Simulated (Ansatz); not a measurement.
**A computed series for TiAl3: pressure series**

Base system: TiAl₃ (space group I4/mmm, No. 139; a = 3.846 Å, c = 8.620 Å).

Cell and atoms are relaxed at each pressure.

All numbers come from Ansatz (an electronic-structure program) PBE, no spin-orbit coupling.

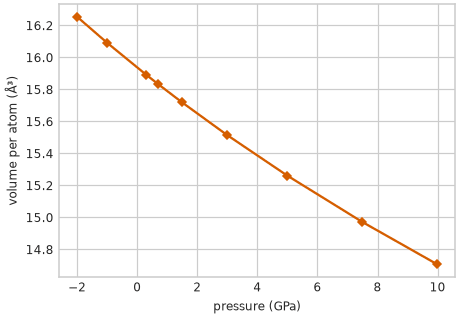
*Volume against pressure*

Problem. Estimate the zero-pressure bulk modulus from the plot.

Solution. About 110 GPa; a third-order Birch–Murnaghan fit to the points gives V₀ = 15.94 Å³/atom, B₀ = 106 GPa and B₀′ = 4.1.

Load acts through the strain it causes; cell and atoms are relaxed under it. No phonon test of stability was made. No other phases were tried under pressure. The final runs are not spin-polarised.
